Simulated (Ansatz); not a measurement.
**GeH2Cl (SMILES [Cl][GeH2]): UHF/STO-3G**

Aim: the electronic atomisation energy of GeH2Cl at UHF/STO-3G, from 4 runs. 

Program for the calculation: Ansatz 0.2.0.

57 further runs of the same task are left out: 6 that didn't finish, 51 set aside as unsound or not needed.

### Step 1. The structure to begin with

The species is GeH2Cl (4 atoms), meant as a doublet with charge 0. SMILES: `[Cl][GeH2]`. The shape is that of a PBE0-D4/def2-TZVP optimisation.

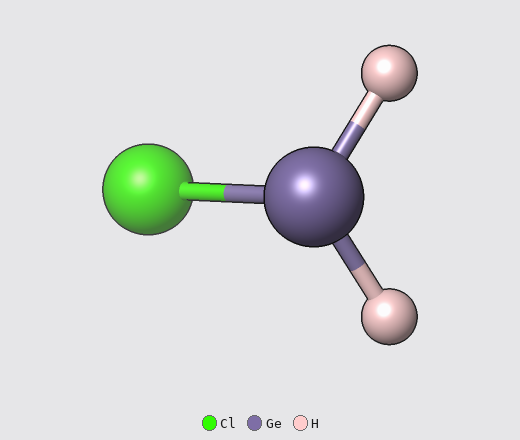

The structure, seen from a chosen angle (chlorine green, germanium purple, hydrogen pink).

### Step 2. The energy at UHF/STO-3G

in.yaml reads:

```yaml
basis:
  gaussian: {orbitals: STO-3G}
crystal:
  periodic: [false, false, false]
  atoms:
    - {symbol: Cl, position_ang: [-1.562900, 0.305200, 0.993500]}
    - {symbol: Ge, position_ang: [0.106700, -0.451100, -0.141600]}
    - {symbol: H, position_ang: [0.072700, 0.259600, -1.514200]}
    - {symbol: H, position_ang: [1.383400, -0.113700, 0.662300]}
magnetization: {spin_polarized: true, initial_magnetization: 1}
hamiltonian: {xc: hf}
accuracy: high
```

The run is started by

```sh
$ ansatz run in.yaml --threads 1 --pin off --max-ram 2610MiB --events-out events.jsonl --progress --plain --runs-dir runs
```

The program printed:

```text
Warning: RAYON_NUM_THREADS=1 ignored (pool sized by the plan → 1); use --threads N
Functional definition: HF
  name "HF"
  exchange = exact_x
  correlation = 0
426 factors; integrals over basis functions are off by at most 4.7e-9 eV
mean field evaluation 1: about -68231.8598 eV, gradient 7.3e0 eV
mean field evaluation 2: about -68231.8895 eV, gradient 7.3e0 eV
mean field evaluation 4: about -68232.7072 eV, gradient 7.3e-1 eV
mean field evaluation 8: about -68232.7234 eV, gradient 9.6e-3 eV
mean field -68232.72343337 eV, -2507.5063363754 hartree, gradient 5.5e-8 eV, S^2 0.751586; 0 other end points of the search recorded, 0 dependent functions left out
reference -68232.72343337 eV, -2507.5063363754 hartree; 26, 25 occupied and 3, 4 virtual orbitals, 426 factors
Total energy: -68232.72343337 eV, -2507.5063363754 hartree
```

Wall time 0.28 s (1 thread of Arm Neoverse V1, shared host).

### Step 3. The Cl atom at the same level

run.yaml reads:

```yaml
crystal:
  periodic: [false, false, false]
  atoms:
    - {symbol: Cl, position_ang: [0.000000, 0.000000, 0.000000]}
basis:
  gaussian:
    orbitals: STO-3G
magnetization:
  spin_polarized: true
  initial_magnetization: 1
hamiltonian:
  xc: hf
accuracy: high
```

The run is started by

```sh
$ ansatz run run.yaml --threads 1 --pin off --max-ram 2610MiB --events-out events.jsonl --progress --plain --runs-dir runs
```

The program printed:

```text
Warning: RAYON_NUM_THREADS=1 ignored (pool sized by the plan → 1); use --threads N
[... 4 set-up lines as earlier in the session ...]
42 factors; integrals over basis functions are off by at most 4.6e-9 eV
mean field evaluation 1: about -12368.7208 eV, gradient 7.8e-1 eV
mean field evaluation 2: about -12368.7224 eV, gradient 7.8e-1 eV
mean field evaluation 4: about -12368.7232 eV, gradient 3.4e-6 eV
mean field evaluation 8: about -12368.7232 eV, gradient 9.1e-2 eV
mean field evaluation 16: about -12368.7232 eV, gradient 7.6e-14 eV
mean field -12368.72316544 eV, -454.5421925083 hartree, gradient 1.9e-13 eV, S^2 0.750000; 3 other end points of the search recorded, 0 dependent functions left out
reference -12368.72316544 eV, -454.5421925083 hartree; 9, 8 occupied and 0, 1 virtual orbitals, 42 factors
Total energy: -12368.72316544 eV, -454.5421925083 hartree
```

It took 0.04 s on 1 thread of Arm Neoverse V1, shared host.

### Step 4. The Ge atom at the same level

in.yaml reads:

```yaml
crystal:
  periodic: [false, false, false]
  atoms:
    - {symbol: Ge, position_ang: [0.000000, 0.000000, 0.000000]}
basis:
  gaussian: {orbitals: STO-3G}
accuracy: high
hamiltonian: {xc: hf}
magnetization: {spin_polarized: true, initial_magnetization: 2}
```

Run the same way, it converges to -2051.63626 Eh (log not shown).

### Step 5. The H atom, same level

run.yaml reads:

```yaml
crystal:
  periodic: [false, false, false]
  atoms:
    - symbol: H
      position_ang: [0.000000, 0.000000, 0.000000]
basis:
  gaussian: {orbitals: STO-3G}
magnetization: {spin_polarized: true, initial_magnetization: 1}
hamiltonian: {xc: hf}
accuracy: high
```

Run the same way, it converges to -0.46658 Eh (log not shown).

### Step 6. Summary of results

Level: UHF/STO-3G.

| quantity | value |
| --- | --- |
| molecule: total energy | -2507.50634 Eh |
| molecule: ⟨S²⟩ | 0.752 |
| Cl atom: total energy | -454.54219 Eh |
| Cl atom: ⟨S²⟩ | 0.750 |
| Ge atom: total energy | -2051.63626 Eh |
| Ge atom: ⟨S²⟩ | 2.000 |
| H atom: total energy | -0.46658 Eh |
| H atom: ⟨S²⟩ | 0.750 |
| electronic atomisation energy | 10.741 eV |

In words: Taking the molecule apart into free atoms costs 10.74 eV (248 kcal/mol), before zero-point energy and without spin-orbit coupling. Hartree–Fock lacks the correlation of the bonding pairs, which as a rule makes this value much too low; in minimal bases other errors can mask that. In a minimal basis such a difference can be off by several eV, whatever the method.
